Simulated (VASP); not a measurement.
# What spin-orbit coupling changes in NbAl3, part 3 of 4

Aim: run bands, DOS and a relaxation of NbAl3 twice, without and with spin-orbit coupling. All runs use PBEsol. Left out of this account: 1 further run (self-consistent run: a reference on another mesh). The start is a computed cell from the Materials Project.

VASP 6.6.1, plane waves and PAW; the level of theory is named at each step.

So far. Step 3 (Band structure (PBEsol + SOC)): There is no gap at this level. Without the coupling there was no gap either. The run took 3.6 times the core time, with 34 spinor bands against 25. Step 4 (Total and projected DOS (PBEsol)): Of the states within 0.3 eV of the Fermi level, the largest shares in the PAW spheres are Nb d 53 %. The rest lies in smaller channels or between the spheres.

## (5) Total and projected DOS (PBEsol + SOC)

This step: PBEsol, spin-orbit coupling; plane waves and PAW (Al, Nb_sv) (VASP 6.6.1).

Here the states are counted by energy and projected on the atoms.

INCAR reads:

```
SYSTEM = NbAl3
PREC = Accurate
ENCUT = 400
EDIFF = 1E-06
NELM = 100
ISMEAR = -5
SIGMA = 0.05
LREAL = .FALSE.
ALGO = Normal
GGA = PS
LNONCOLLINEAR = .TRUE.
MAGMOM = 0 0 0 0 0 0 0 0 0 0 0 0
NBANDS = 34
GGA_COMPAT = .FALSE.
LASPH = .TRUE.
LSORBIT = .TRUE.
LMAXMIX = 4
LORBIT = 11
LWAVE = .FALSE.
LCHARG = .FALSE.
KPAR = 4
NEDOS = 2001
```

POSCAR reads:

```
NbAl3
1.0
    0.0000000000     -3.8339658454      0.0000000000
   -3.8339658454      0.0000000000      0.0000000000
    1.9169829227     -1.9169829227     -4.2924503537
Al Nb
3 1
Direct
    0.5000000000      0.5000000000      0.0000000000
    0.7500000000      0.7500000000      0.5000000000
    0.2500000000      0.2500000000      0.5000000000
    0.0000000000      0.0000000000      0.0000000000
```

KPOINTS reads:

```
Automatic mesh
0
Gamma
8 8 8
0 0 0
```

PAW data sets: Al and Nb_sv (PBE family, release 64).

Run with:

```bash
mpirun -np 4 vasp_ncl
```

Output:

```text
[... set-up lines as in an earlier step ...]
 entering main loop
       N       E                     dE             d eps       ncg     rms          rms(c)
DAV:   1     0.116311140534E+03    0.11631E+03   -0.87394E+03  4148   0.964E+02
DAV:   2    -0.158353928528E+02   -0.13215E+03   -0.12653E+03  5256   0.313E+02
DAV:   3    -0.252998987197E+02   -0.94645E+01   -0.92424E+01  7104   0.632E+01
DAV:   4    -0.258027155287E+02   -0.50282E+00   -0.49950E+00  5984   0.132E+01
DAV:   5    -0.258201266489E+02   -0.17411E-01   -0.17387E-01  6418   0.254E+00    0.860E+00
DAV:   6    -0.251273582470E+02    0.69277E+00   -0.33672E+00  6182   0.139E+01    0.297E+00
DAV:   7    -0.250409658468E+02    0.86392E-01   -0.40452E-01  5672   0.426E+00    0.190E+00
DAV:   8    -0.250089806401E+02    0.31985E-01   -0.43493E-02  5618   0.167E+00    0.415E-01
DAV:   9    -0.250075878608E+02    0.13928E-02   -0.88518E-03  6718   0.671E-01    0.314E-01
DAV:  10    -0.250074751772E+02    0.11268E-03   -0.47432E-04  5794   0.221E-01    0.146E-01
DAV:  11    -0.250075181471E+02   -0.42970E-04   -0.37540E-04  6590   0.176E-01    0.412E-02
DAV:  12    -0.250074830834E+02    0.35064E-04   -0.44758E-05  5850   0.742E-02    0.127E-02
DAV:  13    -0.250074826808E+02    0.40264E-06   -0.23340E-06  5028   0.117E-02
   1 F= -.25007483E+02 E0= -.25007483E+02  d E =0.000000E+00  mag=     0.0000     0.0000    -0.0000
 [... a notice as in an earlier step ...]
```

It took 40 s on 4 MPI ranks of AMD EPYC 9R45, shared host; peak memory 1.4 GiB; 2.6 min of CPU time.

Parts of OUTCAR (step 5):

```text
   NELECT =      22.0000    total number of electrons

 E-fermi :   9.4948

 k-point     1 :       0.0000    0.0000    0.0000
  band No.  band energies     occupation
    ...
     18       7.3816      1.00000
     19       7.3937      1.00000
     20       7.3937      1.00000
     21       9.5443      0.92966
     22       9.5443      0.92966
     23      11.0423      0.00000
     24      11.0423      0.00000
     25      11.1654      0.00000
     26      11.1654      0.00000
     27      11.3674      0.00000
    ...

  Total       -0.4623294     -0.4623294     -0.4041760      0.0000000     -0.0000000      0.0000000
  in kB      -11.7397890    -11.7397890    -10.2631175      0.0000000     -0.0000000      0.0000000
  external PRESSURE =     -11.2475652 kB  Pullay stress =       0.0000000 kB

 POSITION                                       TOTAL-FORCE (eV/Angst)
 -----------------------------------------------------------------------------------
     -1.91698     -1.91698      0.00000        -0.000000      0.000000      0.000000
     -1.91698     -3.83397     -2.14623         0.000000     -0.000000      0.000000
      0.00000     -1.91698     -2.14623        -0.000000      0.000000      0.000000
      0.00000      0.00000      0.00000        -0.000000      0.000000      0.000000
 -----------------------------------------------------------------------------------
    total drift:                                0.000000     -0.000000     -0.000000

  FREE ENERGIE OF THE ION-ELECTRON SYSTEM (eV)
  ---------------------------------------------------
  free  energy   TOTEN  =       -25.0074826808 eV

  energy  without entropy=      -25.0074826808  energy(sigma->0) =      -25.00748268

 Spin-Orbit-Coupling matrix elements
 Ion:    1  E_soc:     -0.0001890
 Ion:    2  E_soc:     -0.0002428
 Ion:    3  E_soc:     -0.0002428
 Ion:    4  E_soc:     -0.1732752

 magnetization (x)
# of ion       s       p       d       tot
------------------------------------------
    1        0.000   0.000   0.000   0.000
    2        0.000   0.000   0.000   0.000
    3        0.000   0.000   0.000   0.000
    4        0.000   0.000   0.000   0.000
--------------------------------------------------
tot          0.000   0.000   0.000   0.000

 magnetization (z)
# of ion       s       p       d       tot
------------------------------------------
    1       -0.000   0.000   0.000   0.000
    2        0.000   0.000   0.000   0.000
    3        0.000   0.000   0.000   0.000
    4        0.000  -0.000   0.000   0.000
--------------------------------------------------
tot         -0.000   0.000   0.000   0.000

[... 9 parts as in an earlier step ...]

[... 9 further parts left out ...]
```

This step gave:

```
bands                  : 34
free energy (TOTEN)    : -25.01 eV
Fermi energy           : 9.495 eV
pressure               : -1.125 GPa
DOS at the Fermi level : 0.2069 states/eV/cell
```

On-site spin-orbit energy by atom:

```tsv
atom	on-site spin-orbit energy (eV)
Al1	0.000
Al2	0.000
Al3	0.000
Nb4	-0.173
```

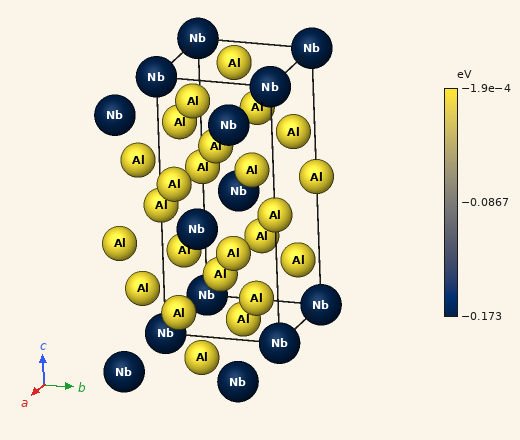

Atoms coloured by on-site spin-orbit energy. 2×1×1 conventional cells are drawn. Some periodic images of atoms are drawn too.

The density of states has structure finer than the step of the table below, so its rows give means over 1 eV, whole bins alone (the curve runs from -12.0 to 2.13 eV). Peaks (eV: height): total -2.1: 4.43, -1.3: 3.57, 1.3: 4.06, 1.7: 4.94; Nb d -2.1: 1.14, -1.3: 1.21, 1.3: 1.80, 1.7: 2.11; Al p -3.5: 0.217, -2.1: 0.523, 1.3: 0.263, 1.7: 0.328; Al s -7.7: 0.244, -6.8: 0.277, -5.0: 0.310, -2.9: 0.135; Nb p -2.7: 0.0477, -2.2: 0.0713, -1.5: 0.0446, 1.7: 0.051.

States under -12.0 eV and over 2.1 eV are left out. The density of states by energy, zero at the Fermi level; means over each step; values in states/eV/cell:

```tsv
energy (eV)	total	Nb d	Al p	Al s	Nb p	Nb s
-11	0	0	0	0	0	0
-10	0.213	1.6e-4	0.00230	0.0515	0.00114	0.00856
-9	0.541	0.00255	0.0133	0.125	0.00644	0.0157
-8	0.831	0.0125	0.0324	0.182	0.0133	0.0151
-7	0.973	0.0406	0.0536	0.190	0.0140	0.0136
-6	0.977	0.0643	0.0690	0.166	0.0109	0.0108
-5	1.35	0.121	0.101	0.196	0.0174	0.0275
-4	1.28	0.162	0.127	0.116	0.0154	0.0256
-3	1.91	0.341	0.212	0.109	0.0305	0.0244
-2	3.24	0.858	0.370	0.0664	0.0454	0.0145
-1	2.28	0.847	0.202	0.0249	0.0210	0.00665
0	0.582	0.293	0.0317	0.00236	0.00303	3.4e-4
1	2.48	1.04	0.173	0.0540	0.0215	0.0412
```

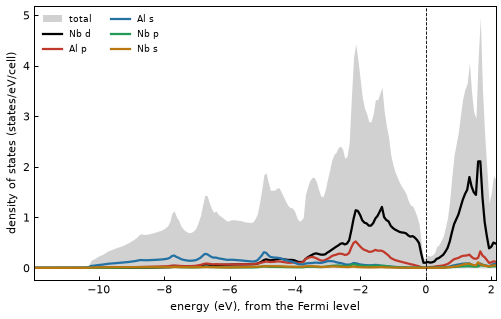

Density of states, plotted against energy.

The DOS at the Fermi level goes from 0.212 to 0.207 states/eV/cell, a number that is sensitive to the mesh. The run took 3.1 times the core time, with 34 spinor bands against 25. Of the states within 0.3 eV of the Fermi level, the largest shares in the PAW spheres are Nb d 53 %. The rest lies in smaller channels or between the spheres.

## (6) Relaxing cell and atoms (PBEsol)

This step: PBEsol; plane waves and PAW (Al, Nb_sv) (VASP 6.6.1).

Last, the cell itself: ISIF = 3 frees volume, shape and positions, first without the coupling.

INCAR reads:

```
SYSTEM = NbAl3
PREC = Accurate
ENCUT = 400
EDIFF = 1E-06
NELM = 100
ISMEAR = -1
SIGMA = 0.05
LREAL = .FALSE.
ALGO = Normal
GGA = PS
NBANDS = 17
LASPH = .TRUE.
LORBIT = 11
LWAVE = .FALSE.
LCHARG = .FALSE.
KPAR = 4
IBRION = 2
NSW = 60
ISIF = 3
EDIFFG = -0.01
```

POSCAR is that of step 5.

KPOINTS is that of step 5.

Run with:

```bash
mpirun -np 4 vasp_std
```

Output:

```text
[... set-up lines as in an earlier step ...]
 entering main loop
       N       E                     dE             d eps       ncg     rms          rms(c)
DAV:   1     0.994642834080E+02    0.99464E+02   -0.90298E+03  2014   0.963E+02
DAV:   2    -0.205341192656E+02   -0.12000E+03   -0.11748E+03  2710   0.290E+02
DAV:   3    -0.256229887657E+02   -0.50889E+01   -0.50359E+01  3390   0.471E+01
DAV:   4    -0.257316277256E+02   -0.10864E+00   -0.10849E+00  2684   0.707E+00
DAV:   5    -0.257371410871E+02   -0.55134E-02   -0.55124E-02  3229   0.142E+00    0.857E+00
DAV:   6    -0.250515183864E+02    0.68562E+00   -0.46411E+00  3093   0.139E+01    0.298E+00
DAV:   7    -0.249579834351E+02    0.93535E-01   -0.45552E-01  2712   0.386E+00    0.189E+00
DAV:   8    -0.249239912743E+02    0.33992E-01   -0.53030E-02  2871   0.191E+00    0.349E-01
DAV:   9    -0.249231634247E+02    0.82785E-03   -0.51581E-03  3230   0.502E-01    0.223E-01
DAV:  10    -0.249230597769E+02    0.10365E-03   -0.62476E-04  2932   0.235E-01    0.604E-02
DAV:  11    -0.249230595195E+02    0.25748E-06   -0.31321E-05  3132   0.505E-02    0.229E-02
DAV:  12    -0.249230592987E+02    0.22079E-06   -0.12446E-05  2872   0.231E-02    0.821E-03
DAV:  13    -0.249230586707E+02    0.62799E-06   -0.10258E-06  1245   0.978E-03
   1 F= -.24923059E+02 E0= -.24921411E+02  d E =-.249231E+02
 curvature:   0.00 expect dE= 0.000E+00 dE for cont linesearch  0.000E+00
 trial: gam= 0.00000 g(F)=  0.197E-46 g(S)=  0.719E-02 ort = 0.000E+00 (trialstep = 0.100E+01)
 search vector abs. value=  0.719E-02
 bond charge predicted
       N       E                     dE             d eps       ncg     rms          rms(c)
DAV:   1    -0.249703928668E+02   -0.47334E-01   -0.12119E+00  2592   0.127E+01    0.162E+00
DAV:   2    -0.249295042767E+02    0.40889E-01   -0.32627E-01  2877   0.488E+00    0.504E-01
DAV:   3    -0.249234703227E+02    0.60340E-02   -0.20888E-02  2517   0.763E-01    0.238E-01
DAV:   4    -0.249228367821E+02    0.63354E-03   -0.89211E-03  3400   0.637E-01    0.164E-01
DAV:   5    -0.249231133528E+02   -0.27657E-03   -0.31326E-04  2301   0.142E-01    0.100E-01
DAV:   6    -0.249234301813E+02   -0.31683E-03   -0.73740E-04  3518   0.156E-01    0.148E-02
DAV:   7    -0.249234350989E+02   -0.49176E-05   -0.22933E-05  2336   0.328E-02    0.353E-03
DAV:   8    -0.249234349048E+02    0.19409E-06   -0.16530E-06  1924   0.118E-02
   2 F= -.24923435E+02 E0= -.24921857E+02  d E =-.376234E-03
 trial-energy change:   -0.000376  1 .order   -0.000326   -0.007194    0.006542
 step:   0.5292(harm=  0.5237)  dis= 0.00000  next Energy=   -24.924970 (dE=-0.191E-02)
 bond charge predicted
       N       E                     dE             d eps       ncg     rms          rms(c)
DAV:   1    -0.249353791310E+02   -0.11944E-01   -0.26776E-01  2590   0.596E+00    0.757E-01
DAV:   2    -0.249265279393E+02    0.88512E-02   -0.78782E-02  2891   0.237E+00    0.244E-01
DAV:   3    -0.249250290251E+02    0.14989E-02   -0.52170E-03  2459   0.375E-01    0.118E-01
DAV:   4    -0.249248561551E+02    0.17287E-03   -0.21600E-03  3429   0.299E-01    0.732E-02
DAV:   5    -0.249249094903E+02   -0.53335E-04   -0.75320E-05  2301   0.678E-02    0.467E-02
DAV:   6    -0.249249687858E+02   -0.59295E-04   -0.16096E-04  3586   0.739E-02    0.800E-03
DAV:   7    -0.249249687609E+02    0.24917E-07   -0.50798E-06  2235   0.156E-02
   3 F= -.24924969E+02 E0= -.24923358E+02  d E =-.191009E-02
 curvature:  -0.26 expect dE=-0.632E-06 dE for cont linesearch -0.141E-06
 trial: gam= 0.00000 g(F)=  0.957E-47 g(S)=  0.241E-05 ort =-0.623E-04 (trialstep = 0.906E+00)
 search vector abs. value=  0.241E-05
 reached required accuracy - stopping structural energy minimisation
```

Run time: 21 s. Hardware: 4 MPI ranks; peak memory 0.72 GiB.

Parts of OUTCAR (step 6):

```text
   k-points           NKPTS =     59   k-points in BZ     NKDIM =     59   number of bands    NBANDS=     17

   NELECT =      22.0000    total number of electrons

 E-fermi :   9.6016

 k-point     1 :       0.0000    0.0000    0.0000
  band No.  band energies     occupation
    ...
      7       6.7390      2.00000
      8       6.8452      2.00000
      9       7.4718      2.00000
     10       7.4718      2.00000
     11       9.6327      0.69871
     12      11.2214      0.00000
     13      11.2214      0.00000
     14      11.5157      0.00000
     15      11.8185      0.00000
     16      14.0961      0.00000
    ...

  Total       -0.0000868     -0.0000868      0.0141425      0.0000000      0.0000000      0.0000000
  in kB       -0.0022227     -0.0022227      0.3621787      0.0000000      0.0000000      0.0000000
  external PRESSURE =       0.1192445 kB  Pullay stress =       0.0000000 kB

 POSITION                                       TOTAL-FORCE (eV/Angst)
 -----------------------------------------------------------------------------------
     -1.91112     -1.91112     -0.00000         0.000000      0.000000      0.000000
     -1.91112     -3.82224     -2.14114        -0.000000     -0.000000     -0.000000
      0.00000     -1.91112     -2.14114         0.000000      0.000000      0.000000
     -0.00000     -0.00000     -0.00000         0.000000      0.000000      0.000000
 -----------------------------------------------------------------------------------
    total drift:                                0.000000     -0.000000      0.000000

  FREE ENERGIE OF THE ION-ELECTRON SYSTEM (eV)
  ---------------------------------------------------
  free  energy   TOTEN  =       -24.9249687609 eV

  energy  without entropy=      -24.9217473421  energy(sigma->0) =      -24.92335805

 reached required accuracy - stopping structural energy minimisation

[... 6 parts as in an earlier step ...]

[... 10 further parts left out ...]
```

CONTCAR:

```
NbAl3
   1.00000000000000
     0.0000000000000000   -3.8222448391429440   -0.0000000000000000
    -3.8222448391429440    0.0000000000000000   -0.0000000000000000
     1.9111224195714720   -1.9111224195714720   -4.2822871282726789
  Al              Nb
     3     1
Direct
     0.5000000000000000    0.5000000000000000    0.0000000000000000
     0.7500000000000000    0.7500000000000000    0.5000000000000000
     0.2500000000000000    0.2500000000000000    0.5000000000000000
     0.0000000000000000    0.0000000000000000    0.0000000000000000
```

The run keeps the 16 symmetry operations of its start, so it cannot find a distortion of lower symmetry.

Step by step:

```tsv
step	energy less that of the first step (eV)	largest force (eV/Å)	pressure (GPa)	volume (Å³)
1	0.0000	0.0000	-1.12	63.10
2	-0.0004	0.0000	1.04	62.09
3	-0.0019	0.0000	0.01	62.56
```

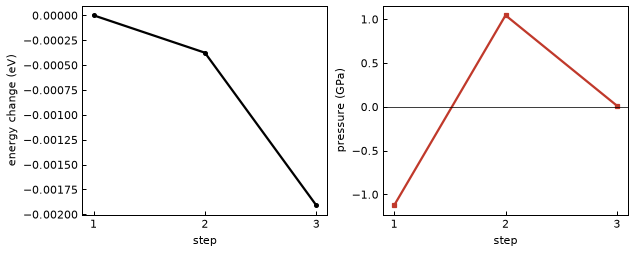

Energy and pressure along the relaxation.

```tsv
conventional cell, symmetrised	before	after	change
a (Å)	3.834	3.822	-0.3 %
b (Å)	3.834	3.822	-0.3 %
c (Å)	8.585	8.565	-0.2 %
volume (Å³/atom)	15.77	15.64	-0.8 %
```

The relaxed structure:

```cif
data_structure
_symmetry_space_group_name_H-M 'P 1'
_symmetry_Int_Tables_number 1
_cell_length_a 3.8222
_cell_length_b 3.8222
_cell_length_c 5.0639
_cell_angle_alpha 112.173
_cell_angle_beta 67.827
_cell_angle_gamma 90.000
_cell_volume 62.56
loop_
_atom_site_label
_atom_site_type_symbol
_atom_site_fract_x
_atom_site_fract_y
_atom_site_fract_z
_atom_site_occupancy
Al1 Al 0.50000 0.50000 0.00000 1
Al2 Al 0.75000 0.75000 0.50000 1
Al3 Al 0.25000 0.25000 0.50000 1
Nb4 Nb 0.00000 0.00000 0.00000 1
```

This step gave:

* bands: 17
* free energy (TOTEN): -24.92 eV
* energy at zero smearing: -24.92 eV
* Fermi energy: 9.602 eV
* pressure: 0.01192 GPa
* SCF cycles over all ionic steps: 28

It ends with forces that vanish by symmetry and a pressure of 0.01 GPa.

(Part 3 of 4 ends here.)

[Lines on the potential files, build, host, timing and source positions are cut from VASP's logs without a mark.]

[Logs are printed without paths, hosts, clocks, repeated set-up lines and the standing remarks that a program may print on its own settings, such as how far it seeks lower states.]

[Hosts, paths, dates, database ids (printed as entryN), source tags and the programs' standing remarks are cut or masked in the printed files.]

[A measured line is paired with the nearest computed mode of its activity, which favours agreement.]
